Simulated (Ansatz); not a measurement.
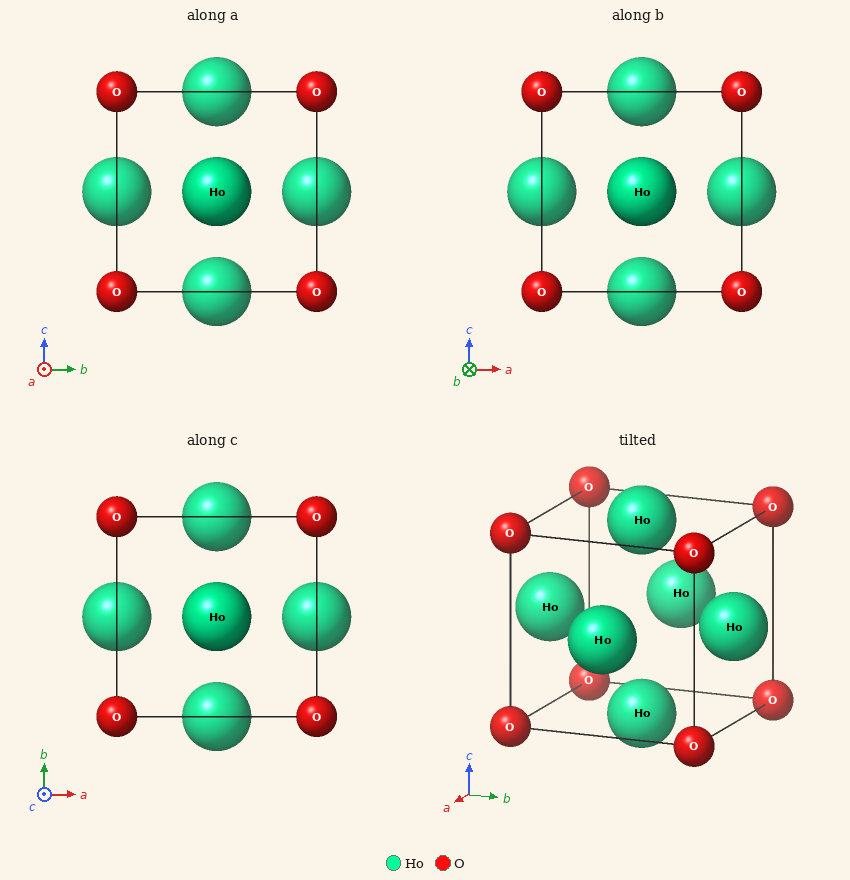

An orthographic spheres-only view of the structure, along the a axis, along the b axis, along the c axis and slightly off an axis. The lines enclose the conventional unit cell; boundary atoms appear with their images.

Lattice parameters: a = 4.548 Å, b = 4.548 Å, c = 4.548 Å, α = 90.00°, β = 90.00°, γ = 90.00°.

Record the structure as a table of Wyckoff sites.

Space group Pm-3m (No. 221).
```
atom  site       x       y       z
  Ho    3c  0.0000  0.5000  0.5000
   O    1a  0.0000  0.0000  0.0000
```

Source of the structure: a random cell made by a generator, so it need not be a real form of the compound. The geometry was optimised with DFT PBE, scalar-relativistic, plane waves, PAW; 4f electrons in the core of a trivalent norm-conserving potential in Ansatz.
